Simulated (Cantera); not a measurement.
A closed system holds: 1 mol SiH2Cl2, 0.15 mol Cl2, a varied amount of N2, held at 1448 K and 0.100 bar.

Method: chemical equilibrium by Gibbs-energy minimisation in Cantera with the NASA 1993 tables (ideal gas, pure condensed phases). Candidate condensed phases: NH4Cl, Si, Si3N4; 28 gas species. N2 is the only nitrogen source here; it is nearly inert below about 1500 K, so the nitride shown seldom forms there in practice. The tables' values for SiCl3 are old estimates; treat these amounts as uncertain. Equilibrium is a limit: real reactors are often held back by kinetics, nucleation or transport.

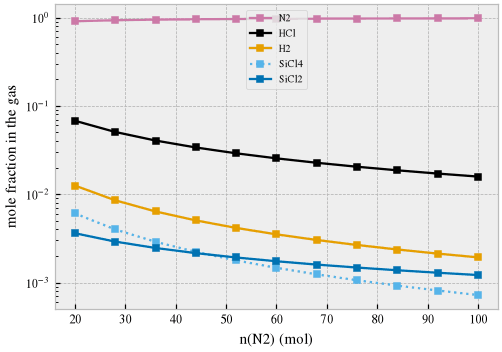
Figure: Equilibrium gas composition (values under 1e-9 drawn at 1e-9)

Problem. Read off the mole fractions at 76 mol N2.

Solution. N2 about 0.97, HCl about 0.020, H2 about 0.0027, SiCl2 about 0.0015, SiCl4 about 0.0011.
